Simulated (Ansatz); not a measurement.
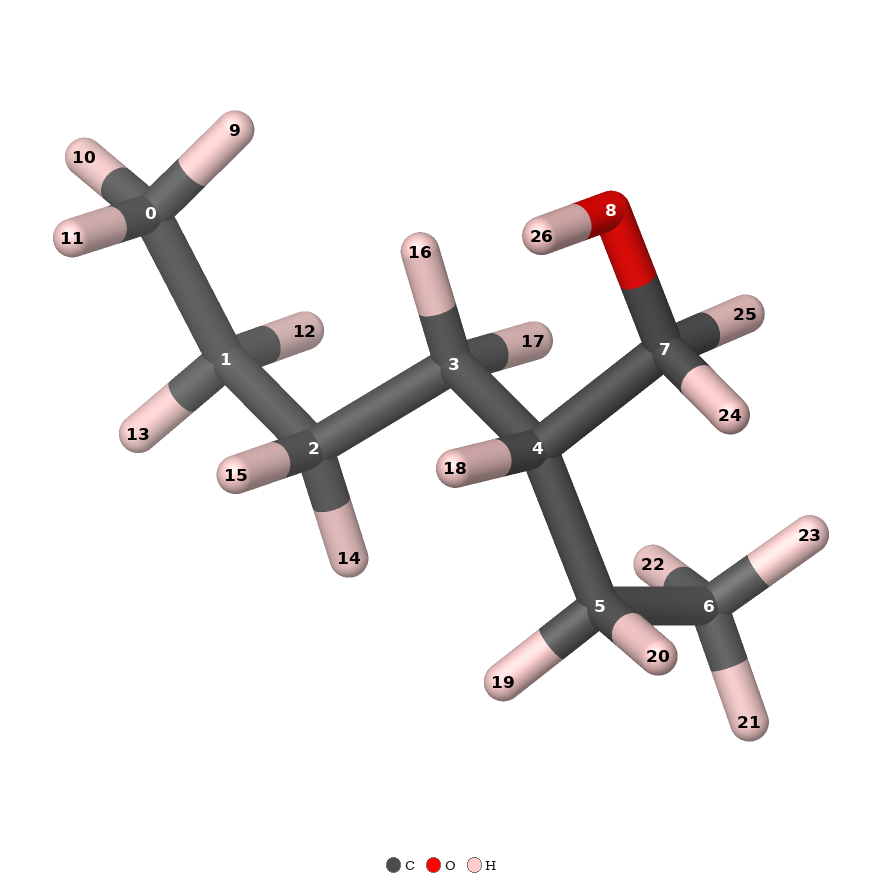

The picture shows the input geometry. Atoms are numbered from 0, in the order of the input.

Ansatz 0.2.0 input:

```yaml
crystal:
  periodic: [false, false, false]
  atoms:
    - {symbol: C, position_ang: [-2.275049, -1.168751, -2.276075]}
    - {symbol: C, position_ang: [-0.761001, -1.053687, -2.351728]}
    - {symbol: C, position_ang: [-0.065955, -1.067927, -0.995380]}
    - {symbol: C, position_ang: [-0.379948, 0.141099, -0.129379]}
    - {symbol: C, position_ang: [0.256307, 0.108970, 1.256647]}
    - {symbol: C, position_ang: [1.785813, 0.047120, 1.243482]}
    - {symbol: C, position_ang: [2.476778, 1.181795, 0.501847]}
    - {symbol: C, position_ang: [-0.234568, 1.276403, 2.104477]}
    - {symbol: O, position_ang: [-1.632387, 1.274260, 2.309660]}
    - {symbol: H, position_ang: [-2.723728, -0.320496, -1.754610]}
    - {symbol: H, position_ang: [-2.718019, -1.209815, -3.273856]}
    - {symbol: H, position_ang: [-2.571560, -2.078055, -1.744410]}
    - {symbol: H, position_ang: [-0.489359, -0.133995, -2.883649]}
    - {symbol: H, position_ang: [-0.370054, -1.878579, -2.956638]}
    - {symbol: H, position_ang: [1.014977, -1.133745, -1.158215]}
    - {symbol: H, position_ang: [-0.347248, -1.982629, -0.456554]}
    - {symbol: H, position_ang: [-1.460426, 0.235214, 0.005192]}
    - {symbol: H, position_ang: [-0.065185, 1.053167, -0.651955]}
    - {symbol: H, position_ang: [-0.088790, -0.809200, 1.758368]}
    - {symbol: H, position_ang: [2.098911, -0.906680, 0.808909]}
    - {symbol: H, position_ang: [2.137988, 0.028308, 2.281278]}
    - {symbol: H, position_ang: [3.562113, 1.074458, 0.561389]}
    - {symbol: H, position_ang: [2.208681, 1.195977, -0.557170]}
    - {symbol: H, position_ang: [2.223399, 2.159219, 0.919207]}
    - {symbol: H, position_ang: [0.299624, 1.281103, 3.065952]}
    - {symbol: H, position_ang: [-0.016711, 2.225640, 1.607890]}
    - {symbol: H, position_ang: [-1.864613, 0.460828, 2.765331]}
basis:
  gaussian: {orbitals: def2-TZVP}
magnetization: {spin_polarized: true, initial_magnetization: 2}
hamiltonian: {xc: {name: HF}}
correlation: {method: ccsd}
```

Command:

```sh
ansatz run in.yaml --threads 4 --pin off --events-out ev --progress --plain --max-ram 66560MiB --backend cuda --devices 0, --max-vram 37GiB
```

What the program printed:

```
Functional definition: HF
  name "HF"
  cite "Fock, Z. Phys. 61, 126 (1930) doi:10.1007/BF01340294"
  parent pbe
  exchange = exact_x
  correlation = 0
2697 factors; integrals over basis functions are off by at most 1.2e-3 eV
mean field evaluation 1: about -10551.2526 eV, gradient 3.7e1 eV
mean field evaluation 2: about -10551.2527 eV, gradient 3.7e1 eV
mean field evaluation 4: about -10559.5293 eV, gradient 5.5e0 eV
mean field evaluation 8: about -10560.1448 eV, gradient 1.7e0 eV
mean field evaluation 16: about -10563.2679 eV, gradient 3.2e-2 eV
mean field evaluation 32: about -10559.7612 eV, gradient 1.4e0 eV
mean field evaluation 64: about -10560.5455 eV, gradient 3.5e-1 eV
mean field evaluation 96: about -10559.8544 eV, gradient 2.4e-1 eV
mean field -10563.26654018 eV, -388.1928853124 hartree, gradient 1.6e-6 eV, S^2 2.011100; 3 other end points of the search recorded, 0 dependent functions left out
determinant -10563.26654018 eV, -388.1928853124 hartree, with singles and doubles -10608.92896243 eV, -389.8709483789 hartree
determinant -10560.54156345 eV, -388.0927442648 hartree, with singles and doubles -10606.82039625 eV, -389.7934600011 hartree
9 core orbitals not correlated: weight in the atoms' cores, before any rotation towards them, 1.000 or more for the frozen orbitals, at most 0.000 for the correlated occupied ones
reference -10563.26654018 eV, -388.1928853124 hartree; 29, 27 occupied and 349, 351 virtual orbitals, 2697 factors
second order -42.32973578 eV of doubles, -0.00000000 eV of singles
cycle   1  -45.22764302 eV  change    -3.2e0 eV  update   4.7e-2
cycle   2  -45.33635926 eV  change   -1.1e-1 eV  update   1.6e-2
cycle   3  -45.33685269 eV  change   -4.9e-4 eV  update   1.0e-2
cycle   4  -45.34554183 eV  change   -8.7e-3 eV  update   5.9e-3
cycle   5  -45.35383290 eV  change   -8.3e-3 eV  update   3.3e-3
cycle   6  -45.35700246 eV  change   -3.2e-3 eV  update   1.9e-3
cycle   7  -45.35876720 eV  change   -1.8e-3 eV  update   9.9e-4
cycle   8  -45.35999711 eV  change   -1.2e-3 eV  update   7.1e-4
cycle   9  -45.35979481 eV  change    2.0e-4 eV  update   3.8e-4
cycle  10  -45.35967920 eV  change    1.2e-4 eV  update   2.5e-4
cycle  11  -45.35996249 eV  change   -2.8e-4 eV  update   1.9e-4
cycle  12  -45.35983276 eV  change    1.3e-4 eV  update   1.4e-4
cycle  13  -45.35987903 eV  change   -4.6e-5 eV  update   9.2e-5
cycle  14  -45.35982694 eV  change    5.2e-5 eV  update   5.9e-5
Total energy: -10608.62636712 eV, -389.8598282063 hartree
```

The calculation finished and met its thresholds.

The spin state was imposed, and no run here compares it with a lower spin, which may lie lower.
